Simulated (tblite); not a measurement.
**C4H6FO2Si: frequency calculation**

- system: C4H6FO2Si, multiplicity 2, SMILES C=C(F)C(=O)[CH][SiH2]O
- method: GFN2-xTB harmonic vibrations, gas phase (tblite 0.8.0)

It belongs to a series of runs on one base structure; here: H removed from sp3 C.

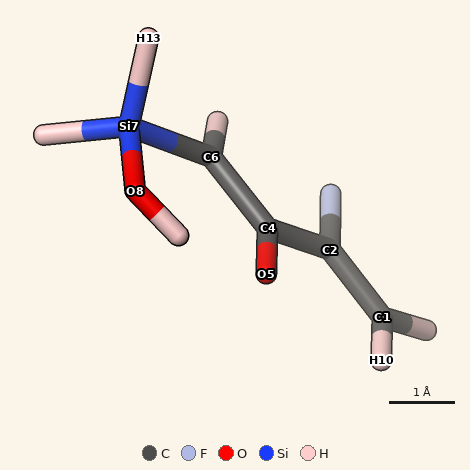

Fig. 1: The structure as given in the input (stick view, seen at a tilt; atoms are numbered from 1 in the order of the input).

Input:
```
{"job": {"kind": "ir", "xc": "GFN2-xTB", "basis": "xTB"}, "charge": 0, "multiplicity": 2}
C     -2.792567     0.800847    -0.126015
C     -1.788693     0.103539     0.390097
F     -2.023082    -0.777028     1.389983
C     -0.373822     0.201007    -0.058260
O     -0.077695     1.036053    -0.930107
C      0.574652    -0.679166     0.524387
Si     2.377621    -0.652700    -0.001254
O      2.606954     0.475801    -1.125947
H     -3.802164     0.688436     0.226721
H     -2.592421     1.496960    -0.919401
H      0.215822    -1.367783     1.272495
H      2.681185    -1.973904    -0.557574
H      3.167943    -0.332794     1.190086
H      1.825590     0.980258    -1.391961
```

The first line tells a small driver script what to run in tblite; the rest is the geometry in Å.

Launch command:
```bash
OMP_NUM_THREADS=1 python <driver script> task.json out
```

Log:
```
mode    cm-1     km/mol
  1      41.1      0.66
  2      48.5      7.66
  3      96.4      0.47
  4     144.9      0.22
  5     186.1     12.72
  6     276.6     20.00
  7     328.3      1.76
  8     358.9      0.79
  9     400.0      0.97
 10     472.4      3.18
 11     484.7    169.60
 12     555.0      8.98
 13     571.8     22.98
 14     610.6      0.14
 15     671.1     44.81
 16     688.8     19.00
 17     725.3     69.08
 18     744.3    120.84
 19     782.0      5.96
 20     850.8    184.99
 21     882.8    274.45
 22     892.0     45.09
 23     918.7     23.17
 24     953.6    189.64
 25    1126.0     41.39
 26    1210.7     65.71
 27    1325.4     67.13
 28    1348.2     67.16
 29    1523.2    133.72
 30    1653.3     62.47
 31    2210.7    265.54
 32    2238.1     59.93
 33    3099.0      4.46
 34    3125.0      1.29
 35    3171.0      6.76
 36    3389.9     79.44
```

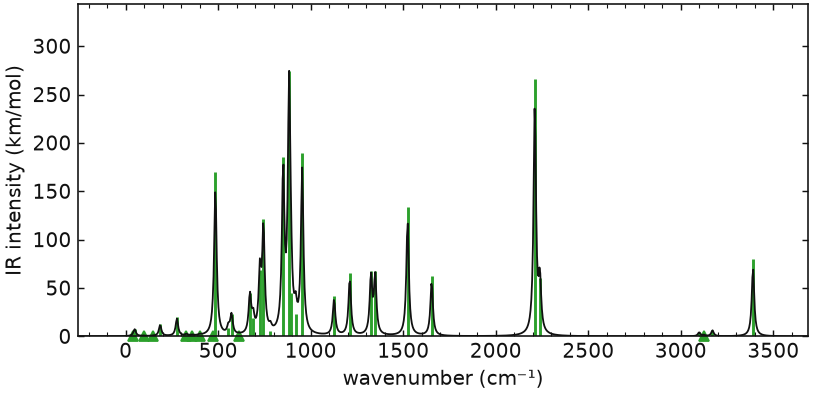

Fig. 2: Harmonic infrared spectrum, unscaled: sticks (degenerate modes added up, dark ones marked on the axis) with a Lorentzian envelope of 16 cm⁻¹ full width, scaled to the tallest stick. 36 modes from 41 to 3390 cm⁻¹, none imaginary. The strongest line is at 883 cm⁻¹ (274 km/mol).

Results in brief:

```tsv
quantity	value
outcome	converged
total energy	−711.9725 eV
zero-point energy	54.4740 kcal/mol
hardware	1 CPU thread, shared host
peak memory	0.17 GiB
```
